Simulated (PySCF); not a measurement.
# PHF2 (SMILES FPF): levels of theory compared

Wanted: a comparison of 6 runs (PBE0/STO-6G, SVWN5/STO-6G, CCSDT(Q)/STO-6G, CCSDT/STO-6G, CCSD(T)/STO-6G, FCI/STO-6G) of PHF2. 

Program for the calculation: PySCF 2.14.0.

7 further runs of the same task are left out: 2 that didn't finish, 5 set aside as unsound or not needed.

## (1) Starting point

PHF2: 4 atoms, total charge 0, spin state singlet. As SMILES, `FPF`. The F1–P2 distance was set to 2.425 Å, away from the relaxed value. At this shape a bond of the SMILES string is far longer than usual.

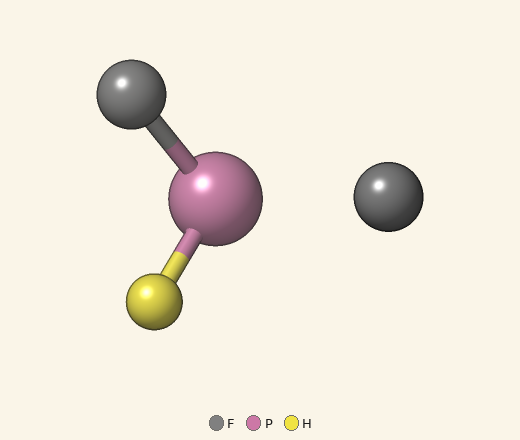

The structure, seen from a chosen angle (fluorine grey, phosphorus pink, hydrogen yellow).

## (2) A single-point energy at PBE0/STO-6G (run 1)

The input, input.xyz:

```xyz
4
F2HP
F      1.811439     1.122321    -0.136077
P     -0.020800    -0.433020    -0.460000
F     -1.177160     0.665480    -0.195640
H     -0.002740    -0.836340     0.899690
```

The input, input.py:

```python
from pyscf import gto, dft

system = gto.Mole()
system.atom = 'input.xyz'
system.max_memory = 1860
system.verbose = 4
system.basis = 'sto-6g'
system.charge = 0
system.spin = 0
system.build()

mf = dft.RKS(system)
mf.xc = 'pbe0'
mf.conv_tol = 1e-10
mf.grids.level = 5
mf.kernel()
if not mf.converged:
    mf = mf.newton().run(mf.mo_coeff, mf.mo_occ)

e_tot = mf.e_tot
print(f'total energy: {e_tot:.8f} hartree')
```

On the command line:

```sh
$ OMP_NUM_THREADS=1 python input.py
```

What it wrote:

```text
PySCF version 2.14.0

[... 91 lines left out ...]
converged SCF energy = -538.93619474282
total energy: -538.93619474 hartree
```

It took 5.7 s on 1 thread of Arm Neoverse V1, shared host; peak memory 0.2 GiB.

## (3) A single-point energy at SVWN5/STO-6G (run 2)

The input, run.py:

```python
from pyscf import gto, dft

mol = gto.M(
    atom='F 1.811439 1.122321 -0.136077; P -0.020800 -0.433020 -0.460000; F -1.177160 0.665480 -0.195640; H -0.002740 -0.836340 0.899690',
    spin=0,
    max_memory=1860,
    basis='sto-6g',
    verbose=3,
)

calc0 = dft.RKS(mol, xc='svwn')
calc0.grids.level = 5
calc0.conv_tol = 1e-10
calc0.kernel()
if not calc0.converged:
    calc0 = calc0.newton().run(calc0.mo_coeff, calc0.mo_occ)

e_tot = calc0.e_tot
print('E = %.10f Eh' % e_tot)
```

On the command line:

```sh
$ OMP_NUM_THREADS=1 python run.py
```

What it wrote:

```text
converged SCF energy = -536.605592812937
E = -536.6055928129 Eh
```

Wall time 6.6 s (1 thread of Arm Neoverse V1, shared host); peak memory 0.14 GiB.

Runs 3 to 5 aren't shown in full; the table further down has their settings and results.

## (4) A single-point energy at FCI/STO-6G (run 6)

The input, input.py:

```python
from pyscf import gto, mcscf
from pyscf import fci

mol = gto.M(
    atom='''
F      1.811439     1.122321    -0.136077
P     -0.020800    -0.433020    -0.460000
F     -1.177160     0.665480    -0.195640
H     -0.002740    -0.836340     0.899690
''',
    spin=0,
    verbose=3,
    charge=0,
    basis='sto-6g',
    max_memory=1860,
)

mf = mol.RHF()
mf.conv_tol = 1e-10
mf.kernel()
if not mf.converged:
    mf = mf.newton().run(mf.mo_coeff, mf.mo_occ)

cas = mcscf.CASCI(mf, mf.mo_coeff.shape[-1] - 7, (mol.nelec[0] - 7, mol.nelec[1] - 7))  # full CI above the frozen core
cas.fcisolver = fci.direct_spin0.FCI(mol)  # even spin states alone
cas.kernel()
print('<S^2> = %.4f' % cas.fcisolver.spin_square(cas.ci, cas.ncas, cas.nelecas)[0])
etot = cas.e_tot
print('E = %.10f Eh' % etot)
```

On the command line:

```sh
$ OMP_NUM_THREADS=1 python input.py
```

What it wrote:

```text
converged SCF energy = -537.841516136922
CASCI E = -538.037940299757  E(CI) = -86.3243816602732  S^2 = 0.0000000
<S^2> = 0.0000
E = -538.0379402998 Eh
```

It took 3.3 s on 1 thread of Arm Neoverse V1, shared host; peak memory 0.13 GiB.

## (5) Overview of the runs

| run | level | integration grid | frozen core orbitals | energy (Eh) | dipole moment (D) of the reference | HOMO energy (eV) | LUMO energy (eV) | wall time |
| --- | --- | --- | --- | --- | --- | --- | --- | --- |
| 1 | PBE0/STO-6G | 5 | – | -538.936195 | 1.94 | -3.57 | 0.52 | 5.7 s |
| 2 | SVWN5/STO-6G | 5 | – | -536.605593 | 1.88 | -0.63 | -0.04 | 6.6 s |
| 3 | CCSDT(Q)/STO-6G | – | 7 | -538.037894 | 2.33 | -6.64 | 3.80 | 4.8 s |
| 4 | CCSDT/STO-6G | – | 7 | -538.037564 | 2.33 | -6.64 | 3.80 | 2.7 s |
| 5 | CCSD(T)/STO-6G | – | 7 | -538.037527 | 2.33 | -6.64 | 3.80 | 1.2 s |
| 6 | FCI/STO-6G | – | 7 | -538.037940 | 2.33 | -6.64 | 3.80 | 3.3 s |

## (6) Summary of results

| quantity | value |
| --- | --- |
| run 6: total energy | -538.03794 Eh |
| run 6: dipole moment (Hartree–Fock density) | 2.33 D |
| run 6: HOMO energy (Hartree–Fock orbitals) | -6.64 eV |
| run 6: LUMO energy (Hartree–Fock orbitals) | 3.80 eV |
| run 6: HOMO–LUMO gap (Hartree–Fock orbitals) | 10.44 eV |
| run 6: correlation energy (7 core orbitals frozen) | -196.4 mEh |

What this shows: Against full CI in this basis: CCSDT(Q) +0.0 mEh; CCSDT +0.4 mEh; CCSD(T) +0.4 mEh. Totals of different functionals can't be ranked against each other. In runs 1, 2, 3, 4, 5, 6 the basis is minimal, so the values are rough. All runs together took 24 s, the longest 6.6 s.
